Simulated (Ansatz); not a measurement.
## BH3O (SMILES BO): where methods fail along a bond

BH3O has 5 atoms, charge 0, and is taken as a singlet. As SMILES, `BO`. The coordinates come from a PBE0-D4/def2-TZVP relaxation.

```jsonl
{"atom": "B", "x (Å)": "-0.2266", "y (Å)": "-0.3528", "z (Å)": "0.0747"}
{"atom": "O", "x (Å)": "0.4135", "y (Å)": "0.8018", "z (Å)": "0.3459"}
{"atom": "H", "x (Å)": "-0.8203", "y (Å)": "-0.8655", "z (Å)": "0.9778"}
{"atom": "H", "x (Å)": "-0.1906", "y (Å)": "-0.8289", "z (Å)": "-1.0281"}
{"atom": "H", "x (Å)": "0.8740", "y (Å)": "1.1718", "z (Å)": "-0.4117"}
```

The O2–H5 distance is scanned; the parts on either side stay rigid. Basis STO-3G, 2 core orbitals frozen in the correlated methods; program Ansatz 0.2.0. FCI is exact within this basis and core. Energies in eV from each method's value at 0.961 Å; methods without a U are spin-restricted. The shape above is that at 0.961 Å.

```
distance (Å)  SVWN5  revPBE  B3LYP  r2SCAN0  wB97X  RPA@PBE   MP2   FCI
       0.961   0.00    0.00   0.00     0.00   0.00     0.00  0.00  0.00
       1.201   0.44    0.36   0.51     0.68   0.62     0.38  0.64  0.47
       1.441   1.86    1.68   2.00     2.35   2.26     1.76  2.27  1.80
       1.921   4.45    4.08   4.77     5.38   5.37     4.09  4.85  3.49
       2.402   5.94    5.44   6.41     7.13   7.37     5.05  5.46  3.87
```

Departure from the FCI curve at its largest: SVWN5 +2.07 eV at 2.40 Å; revPBE +1.56 eV at 2.40 Å; B3LYP +2.54 eV at 2.40 Å; r2SCAN0 +3.26 eV at 2.40 Å; wB97X +3.50 eV at 2.40 Å; RPA@PBE +1.17 eV at 2.40 Å; MP2 +1.59 eV at 2.40 Å. Restricted functionals keep the electrons paired too, and rise too high.

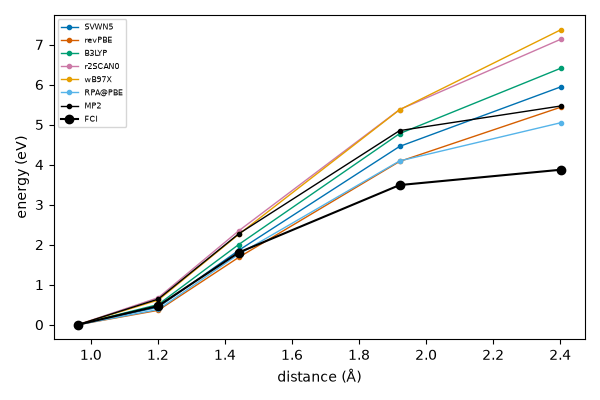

The curves of the table.
